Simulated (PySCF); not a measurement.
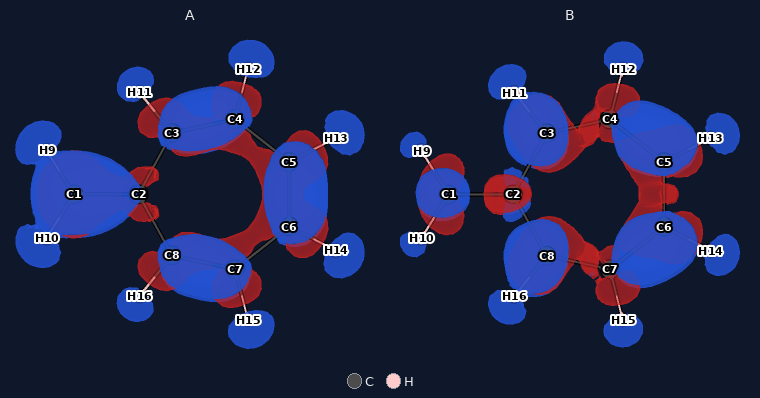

C₈H₈, SMILES `C=C1C=CC=CC=C1`. The two Fukui functions at ±0.015 e/Å³ (blue positive, red negative).

Computed with PySCF, M06-2X/6-31+G*, geometry: GFN2-xTB. No frequency check shows the geometry to be a minimum.

Question: Which panel is f⁻ (electron removed) and which f⁺ (electron added)?

Answer: A is f⁻, B is f⁺. f⁻ (Hirshfeld-condensed) is largest on C1 (0.17); the vertical ionisation energy is 7.41 eV (the stability of the cation's solution wasn't checked). f⁺ (Hirshfeld-condensed) is largest on C3 and C8 (0.11 each), C5 and C6 (0.11 each) and C1 (0.08); the vertical electron affinity is 0.14 eV (the stability of the anion's solution wasn't checked; the anion's highest orbital has positive energy, so this value and f⁺ depend on the basis).

Question: What chemical potential and hardness follow from the two energies?

Answer: μ = −(I + A)/2 = −3.77 eV and η = I − A = 7.27 eV.
